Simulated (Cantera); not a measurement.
A closed system holds: 1 mol Fe3O4, 1.4 mol CH4, 0.13 mol H2, held at 0.180 bar.

These are equilibrium values from Cantera (NASA tables, ideal gas, pure condensed phases), not measurements of a reactor. Candidate condensed phases: C, C6H6, C7H8, C8H18, Fe, Fe(CO)5, FeO, Fe(OH)2, Fe(OH)3, Fe2O3, Fe3O4, H2O; 114 gas species. Each liquid is taken as pure. Mutual solubility and eutectic melting of coexisting phases are not modelled. The tables' stoichiometric FeO is somewhat more stable than real wüstite, so its field is too wide. FeO: taken at fixed stoichiometry. Equilibrium is a limit: real reactors are often held back by kinetics, nucleation or transport.

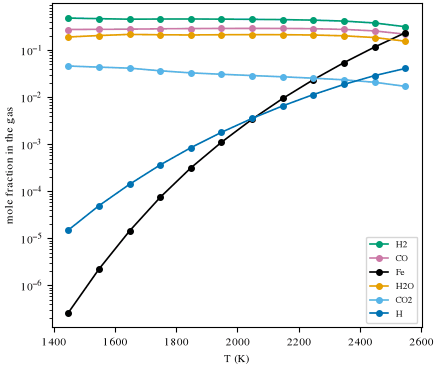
Figure: Equilibrium gas composition (values under 1e-9 drawn at 1e-9)

Problem. Read off the mole fractions at 1448 K.

Solution. H2 about 0.48, CO about 0.28, H2O about 0.19, CO2 about 0.046, H about 1.5e-5, Fe about 2.6e-7.
